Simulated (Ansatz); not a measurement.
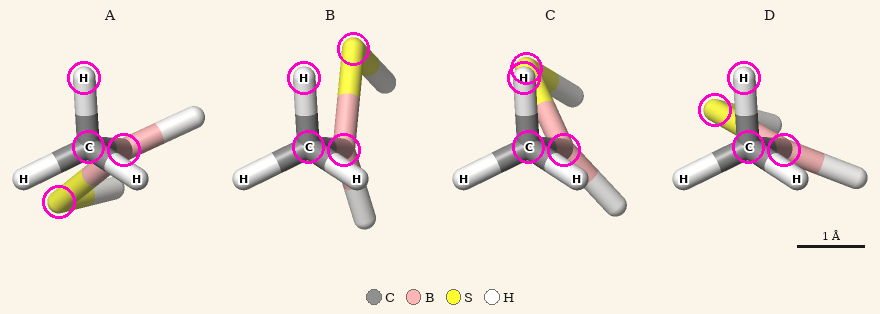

A scan of CH5BS: one H–C–B–S dihedral angle is varied, with the rest of the molecule carried along rigidly. Style: stick. Shown almost along the central bond, with a slight tilt. The ringed atoms are those of the scanned coordinate.

Single-point energies from Ansatz with PBE-D4 in the def2-TZVPP basis, on geometries moved rigidly from the minimum at PBE0-D4/def2-TZVP. Energies are counted from the PBE0-D4/def2-TZVP minimum geometry at the same level.

Q: Rank the frames from lowest to highest energy.

A: Lowest first: A (the dihedral −122.5°, 0.00 kJ/mol), B (the dihedral −9.6°, 3.89 kJ/mol), D (the dihedral −69.6°, 6.17 kJ/mol), C (the dihedral −39.6°, 6.56 kJ/mol). Over the whole scan: of the computed points the lowest is at the dihedral −122.5°, 0.00 kJ/mol. A local maximum lies at −54.6° (7.04 kJ/mol). The highest point, at −54.6°, lies 7.04 kJ/mol above the lowest and gives an upper estimate of the barrier to rotation, since the rotor is rigid.
